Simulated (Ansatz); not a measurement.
Input

```
crystal:
  periodic: [false, false, false]
  atoms:
    - {symbol: C, position_ang: [-0.117353, -1.408510, 1.843199]}
    - {symbol: Zr, position_ang: [-0.138790, -0.431588, -0.201776]}
    - {symbol: Cl, position_ang: [-0.806087, -2.358554, -1.499633]}
    - {symbol: C, position_ang: [-2.619122, 0.021362, -0.023201]}
    - {symbol: C, position_ang: [-2.179838, 0.659650, -1.202554]}
    - {symbol: C, position_ang: [-1.305075, 1.699227, -0.835631]}
    - {symbol: C, position_ang: [-1.202725, 1.704519, 0.575333]}
    - {symbol: C, position_ang: [-2.024622, 0.673527, 1.074131]}
    - {symbol: C, position_ang: [2.280779, -1.184600, -0.342016]}
    - {symbol: C, position_ang: [2.243916, -0.122705, 0.587586]}
    - {symbol: C, position_ang: [1.881271, 1.047474, -0.105027]}
    - {symbol: C, position_ang: [1.690761, 0.707513, -1.467104]}
    - {symbol: C, position_ang: [1.955627, -0.668894, -1.609410]}
    - {symbol: H, position_ang: [0.098335, -0.744906, 2.686094]}
    - {symbol: H, position_ang: [-1.097430, -1.864077, 2.020149]}
    - {symbol: H, position_ang: [0.629788, -2.208436, 1.848522]}
    - {symbol: H, position_ang: [-3.267238, -0.840716, 0.021960]}
    - {symbol: H, position_ang: [-2.439813, 0.371659, -2.210217]}
    - {symbol: H, position_ang: [-0.807712, 2.378757, -1.510912]}
    - {symbol: H, position_ang: [-0.615263, 2.388896, 1.168913]}
    - {symbol: H, position_ang: [-2.161376, 0.420760, 2.113361]}
    - {symbol: H, position_ang: [2.488015, -2.219887, -0.116149]}
    - {symbol: H, position_ang: [2.446438, -0.199119, 1.644392]}
    - {symbol: H, position_ang: [1.777626, 2.033087, 0.322682]}
    - {symbol: H, position_ang: [1.421849, 1.386240, -2.262412]}
    - {symbol: H, position_ang: [1.868018, -1.240698, -2.520280]}
basis:
  gaussian: {orbitals: def2-TZVPP}
hamiltonian: {xc: pbe0, dispersion: d4}
output: {orbitals: {seedname: orbitals}}
```

Command:

```sh
ansatz run in.yaml --threads 11 --pin off --events-out ev --progress --plain --max-ram 174080MiB --backend cuda --devices 0, --max-vram 75GiB
```

Geometry: PBE0-D4/def2-TZVP; core potentials replace the inner electrons of Zr.

Computed with Ansatz 0.2.0, RKS PBE0-D4/def2-TZVPP.

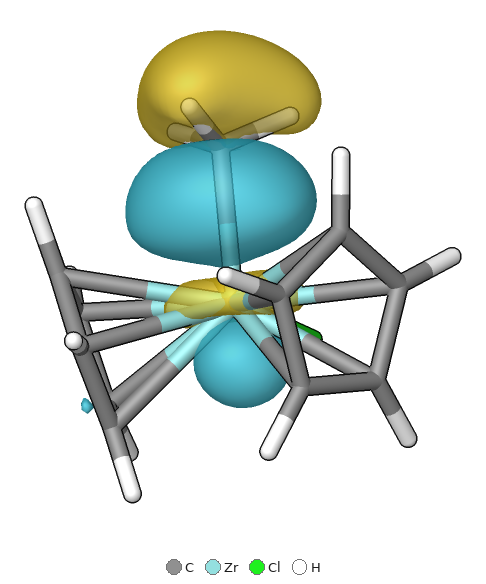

C₁₁H₁₃ClZr. The HOMO−1 at ±0.1 Å⁻³ᐟ² (yellow and cyan are the two phases), seen at a tilt.

### Where does this orbital lie, and at what energy?

Its weight (Hirshfeld) is mainly on C1 (about 50 %) and Zr2 (about 25 %). Its energy is −7.13 eV.
